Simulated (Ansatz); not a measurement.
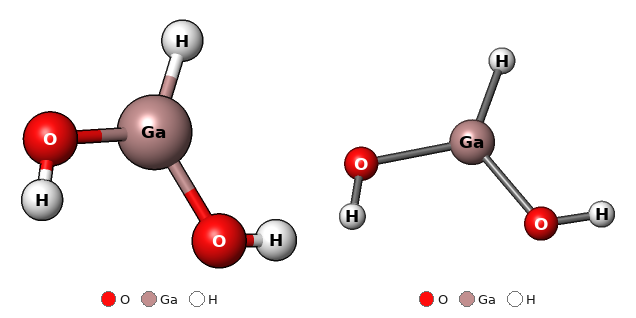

Both panels show the same species.

Computed geometry: PBE0-D4/def2-TZVP optimisation. No frequency run is at hand to confirm it as a minimum.

Question: What is the molecular formula?

Answer: GaH3O2, 6 atoms: 1 gallium, 3 hydrogen and 2 oxygen.

Question: How many sets of symmetry-equivalent atoms are there?

Answer: 6: 1 O, 1 Ga, 1 O, 1 H, 1 H, 1 H.

Question: What is the point group of this geometry?

Answer: Cs.

Question: How many bonds of each kind are drawn?

Answer: 2 Ga–O, 2 O–H, 1 Ga–H. Sticks follow a distance rule.

More results for the same structure follow; atom numbers are the same in all pictures, views and colours differ.

### Geometry

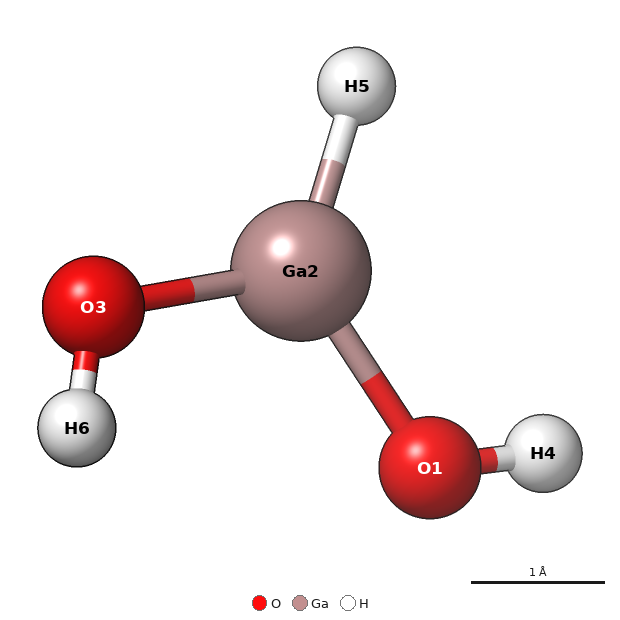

No frequency run is at hand to confirm it as a minimum.

Give the bond lengths.

```json
{"bond": "O1–Ga2", "length (Å)": "1.786"}
{"bond": "O1–H4", "length (Å)": "0.959"}
{"bond": "Ga2–O3", "length (Å)": "1.777"}
{"bond": "Ga2–H5", "length (Å)": "1.547"}
{"bond": "O3–H6", "length (Å)": "0.960"}
```

### Charges

The questions are on Mulliken charges. No frequency run is at hand to confirm it as a minimum. Properties computed with RKS PBE0-D4/def2-TZVP (Ansatz 0.2.0).

Question: Which atom carries the highest charge (most positive or least negative)?

Answer: Ga2 (0.55 e).

Question: And the lowest?

Answer: O1, O3 (−0.56 e).

List the Mulliken charges.

| atom | value (e) |
| --- | --- |
| O1 | −0.56 |
| Ga2 | 0.55 |
| O3 | −0.56 |
| H4 | 0.31 |
| H5 | −0.05 |
| H6 | 0.32 |

### Electronic properties

No frequency run is at hand to confirm it as a minimum. Level of theory: RKS PBE0-D4/def2-TZVPP (Ansatz 0.2.0).

Question: Estimate the LUMO energy (Kohn–Sham orbital).

Answer: −0.53 eV.

Question: Estimate the HOMO energy (Kohn–Sham orbital).

Answer: −8.68 eV.

### Dipole moment

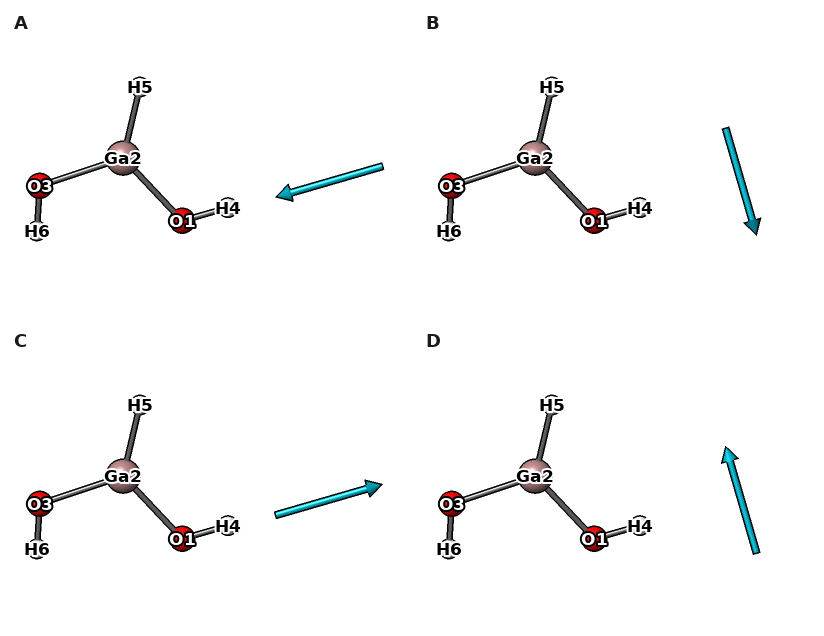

The same molecule four times, each with an arrow. No frequency run is at hand to confirm it as a minimum. Level of theory: RKS PBE0-D4/def2-TZVP (Ansatz 0.2.0).

Question: Which arrow points along the dipole moment, from the negative to the positive end?

Answer: C. The dipole moment is 1.79 D; it points from the side of H6 to the side of H4 (the outermost atoms at the two ends).

Mulliken values depend strongly on the basis set and can even reverse the polarity of a bond.
